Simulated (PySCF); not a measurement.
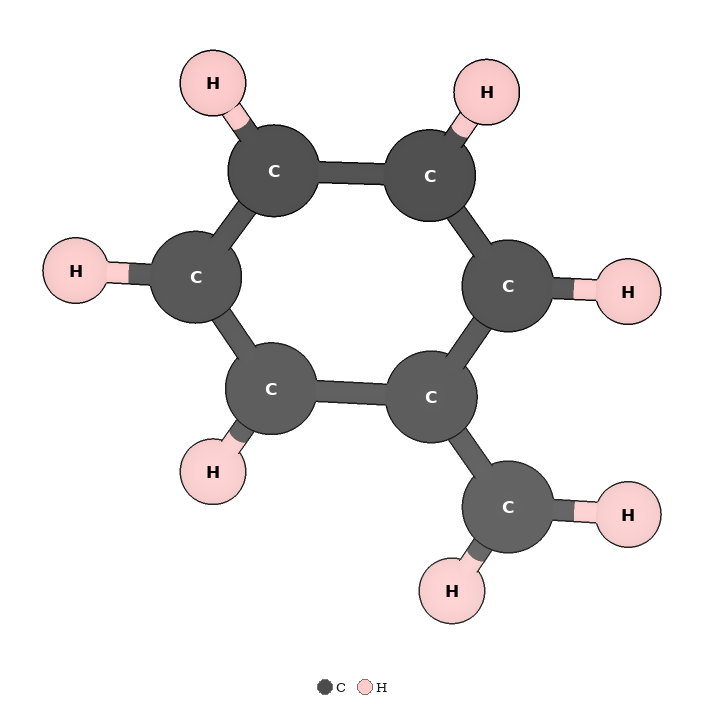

The species has charge +1 and is a spin singlet. The computed structure is the end point of a GFN2-xTB optimisation. No frequency run is at hand to confirm it as a minimum. Properties computed with ωB97X-D/def2-SVPD, gas phase (PySCF 2.14.0). Excitations: vertical, linear response.

Predict the main results.

The species is C₇H₇⁺ (`[CH2+]c1ccccc1`).
- HOMO energy (Kohn–Sham orbital): −14.71 eV
- LUMO energy (Kohn–Sham orbital): −7.25 eV
- HOMO–LUMO gap: 7.47 eV
- mean static polarisability: 77.5 bohr³
- lowest vertical singlet excitation: 3.27 eV
- its oscillator strength: 0.034
- brightest of the 8 lowest singlets: 4.84 eV
- its oscillator strength: 0.39
